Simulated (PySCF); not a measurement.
# C₄H₉PSe, SMILES `C/C=C/[PH](C)=[Se]`: electronic structure

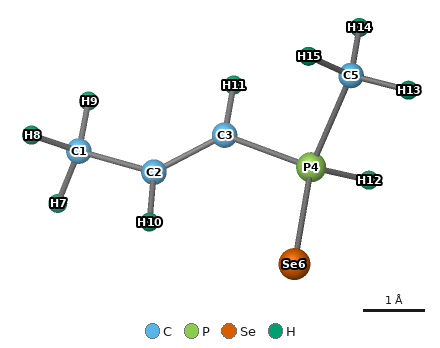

The molecule, with its atoms numbered as below. No frequency check shows the geometry to be a minimum.

Coordinates in Å:

```
C1      -3.5532   -0.6905    0.1959
C2      -2.0919   -0.4627    0.0713
C3      -1.5192    0.6767   -0.2975
P4       0.2766    0.8129   -0.4077
C5       0.7195    2.3058    0.5568
Se6      1.3801   -0.8876    0.0571
H7      -3.8540   -1.5097   -0.4564
H8      -3.7940   -0.9847    1.2170
H9      -4.1210    0.2001   -0.0629
H10     -1.4534   -1.3082    0.3056
H11     -2.0910    1.5616   -0.5466
H12      0.4521    1.2849   -1.7141
H13      1.7775    2.5144    0.4011
H14      0.1207    3.1633    0.2570
H15      0.5574    2.0876    1.6127
```

## 1. Bonding charge

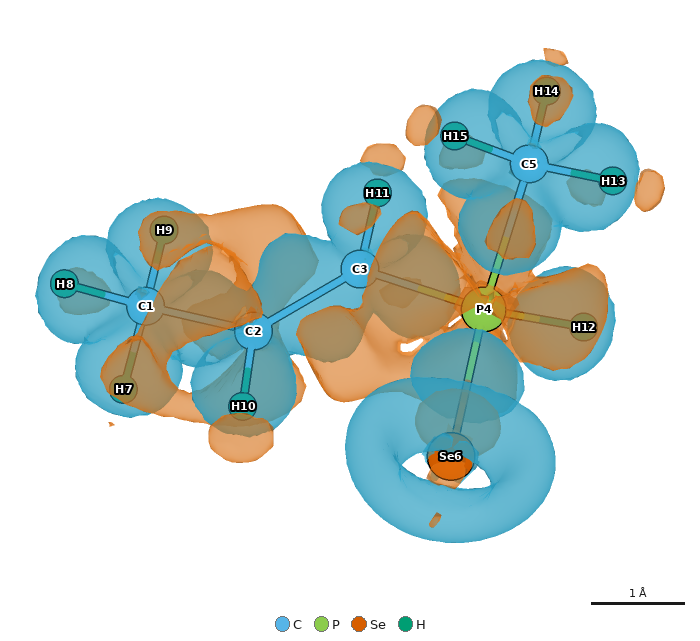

Deformation density (molecule less spherical, spin-averaged free atoms at the same positions), surfaces at ±0.07 e/Å³; light blue: gain, orange: loss.

Method: HF/def2-SVPD; geometry: GFN2-xTB; program: PySCF.

> Describe the bonding that the map shows.

The five largest and four smallest: C2–C3: +0.82 e/Å³ at the bond critical point (bond length 1.33 Å). C2–H10: +0.77 e/Å³ at the bond critical point (bond length 1.08 Å). C1–H9: +0.69 e/Å³ at the bond critical point (bond length 1.09 Å). C3–H11: +0.69 e/Å³ at the bond critical point (bond length 1.08 Å). C5–H13: +0.68 e/Å³ at the bond critical point (bond length 1.09 Å). P4–H12: +0.23 e/Å³ at the bond critical point (bond length 1.40 Å). C3–P4: +0.22 e/Å³ at the bond critical point (bond length 1.80 Å). P4–C5: +0.22 e/Å³ at the bond critical point (bond length 1.83 Å). P4–Se6: +0.15 e/Å³ at the bond critical point (bond length 2.08 Å). In all, 3.6 electrons gather in the regions of gain relative to the promolecule. A small or negative value marks a very polar bond, one between electron-rich atoms, whose free-atom densities already overlap strongly, a long bond to a heavier atom, or a closed-shell contact such as a hydrogen bond.

## 2. Local ionisation energy

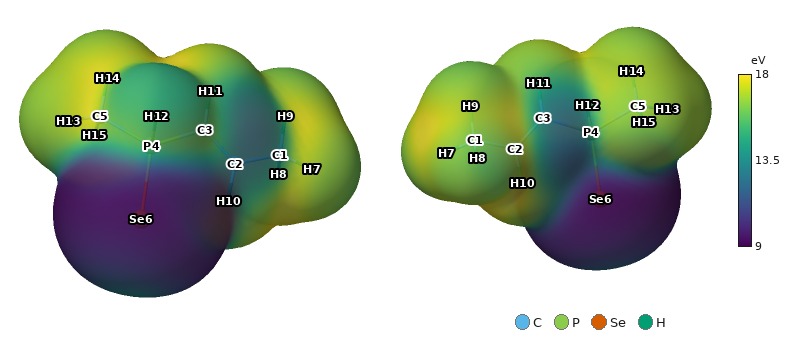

Average local ionisation energy on the surface of electron density 0.001 a.u. (back view left, front view right).

> Where are the most loosely bound electrons on this surface?

The lowest value is 9.1 eV, about equally far (2.5 Å) from Se6 and H15. Further minima include 9.2 eV, 2.4 Å from Se6; 11.8 eV, off the C2–C3 bond (2.2 to 2.3 Å from its atoms); 14.5 eV, 1.4 Å from H12. For comparison, the highest occupied orbital lies at −8.4 eV.

> What volume does the surface enclose, and what is the dipole moment?

About 172 Å³; the dipole moment is 5.3 D.

## 3. Localised orbitals

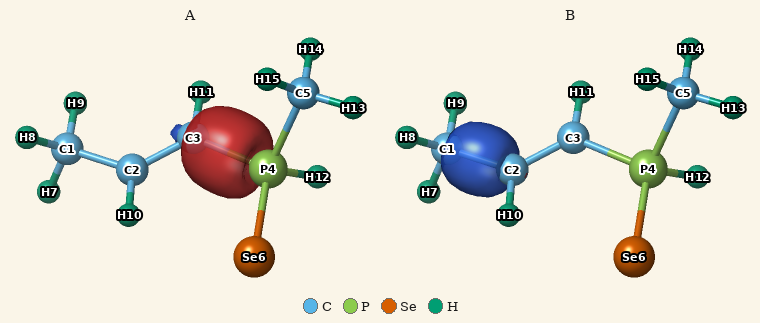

Intrinsic bond orbitals (IBO), occupied; each surface holds about 70 % of the orbital's density. Energies are diagonal elements of the Fock matrix.

Method: r2SCAN/def2-SVPD; geometry: GFN2-xTB; program: PySCF.

> Name the orbitals, with their atomic make-up and energies.

By panel:
- A: σ bond C3–P4 (C3 55 %, P4 44 %; −13.6 eV)
- B: σ bond C2–C1 (C2 50 %, C1 49 %; −14.6 eV)
